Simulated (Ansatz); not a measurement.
## Electronic structure of ClH$_{3}$Si···H$_{2}$O in real space

```yaml
atoms:
  - { symbol: Si, position_ang: [-0.4509, -0.1302, -0.9258] }
  - { symbol: O, position_ang: [0.5553, -0.3650, 1.5888] }
  - { symbol: H, position_ang: [0.0292, -1.5340, -0.7447] }
  - { symbol: H, position_ang: [-0.9536, 0.0319, -2.3377] }
  - { symbol: H, position_ang: [-1.5610, 0.2837, -0.0069] }
  - { symbol: H, position_ang: [1.2358, 0.2120, 1.1746] }
  - { symbol: Cl, position_ang: [1.1379, 1.2334, -0.8404] }
  - { symbol: H, position_ang: [0.0074, 0.2683, 2.0923] }
```

These are results of RKS LDA/def2-SVP in Ansatz, not measurements.

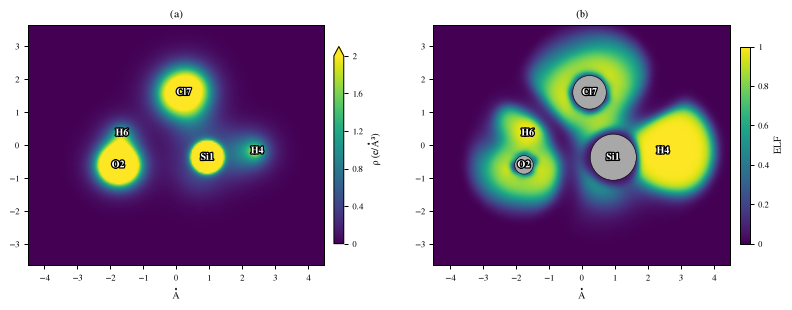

Figure 1. (a) electron density; (b) ELF on the plane of atoms H4, Si1 and Cl7. Grey discs cover the atomic cores in the ELF map.

Question: Interpret the plot.

Answer:
- The plane passes through Si, O, H and Cl nuclei.
- Si1···O2 (2.72 Å): the density falls to about 0.14 e/Å³ on the way; the ELF is about 0.15 at the midpoint.
- Si–Cl (2.10 Å): ρ is about 0.79 e/Å³ halfway; the ELF peaks at about 0.85 between the atoms (a polar covalent bond).
- O–H (0.98 Å): the density is about 3.6 e/Å³ at the midpoint; the ELF climbs to about 1 towards the hydrogen, as it does in any bond to H; an ordinary covalent bond to hydrogen.
- Si–H (1.51 Å): ρ is about 0.76 e/Å³ halfway; the ELF climbs to about 1 towards the hydrogen.
- The ELF also peaks beside O2 and Cl7, away from the bonds: lone-pair regions.

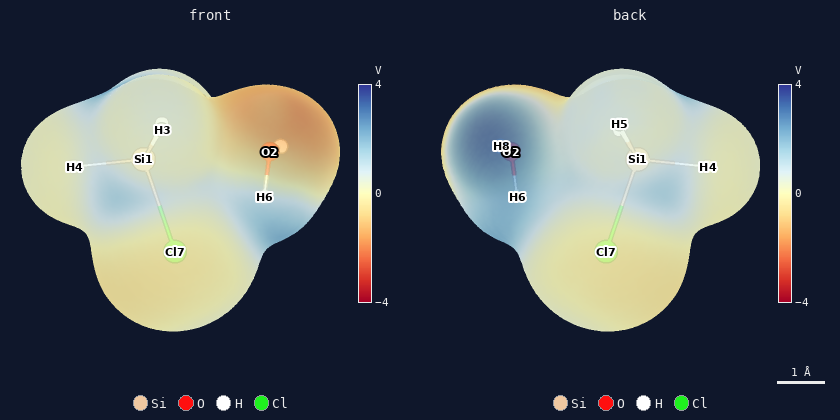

Figure 2. The electrostatic potential painted on the density surface at 0.004 e/bohr³, seen from the front and from behind; the colour scale runs from red (negative) to blue (positive).

Question: Which sites attract a positive test charge, and which a negative one?

Answer: A positive charge is drawn to the negative regions and a negative charge to the positive ones. The most negative region (about −1.7 V) lies over O2, the most positive (about +3.1 V) over H8. O2 is the likeliest acceptor of a hydrogen bond.

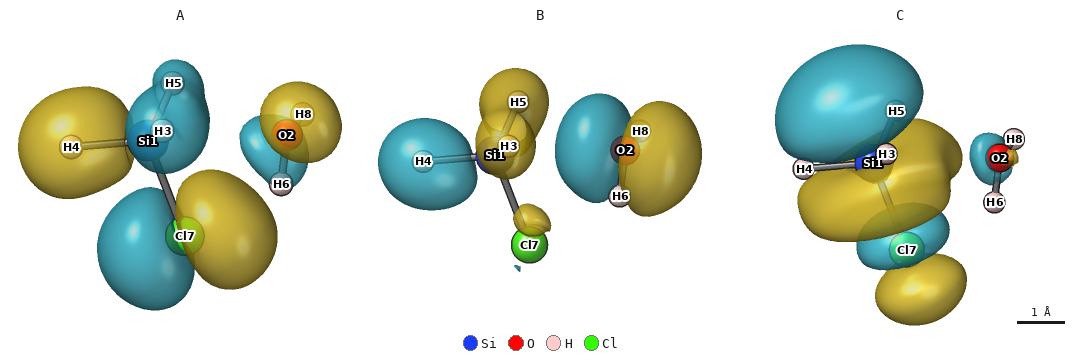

Figure 3. Three frontier orbitals at ±0.08 Å⁻³ᐟ² (yellow and cyan are the two phases), in no order.

Question: Order the three orbitals by energy and name them.

Answer: A is the HOMO−1 (−7.37 eV). It lies mainly on Cl7 (about 55 %), Si1 (about 15 %), H4 (about 15 %) and O2 (about 10 %). B is the HOMO (−7.01 eV). By Hirshfeld shares it lies mainly on O2 (about 70 %), Si1 (about 10 %) and H4 (about 5 %); largely a lone pair of O2. C is the LUMO (−0.83 eV). By Hirshfeld shares it lies mainly on Si1 (about 55 %) and Cl7 (about 25 %).

Question: What is the HOMO–LUMO gap?

Answer: 6.18 eV between the orbital energies.
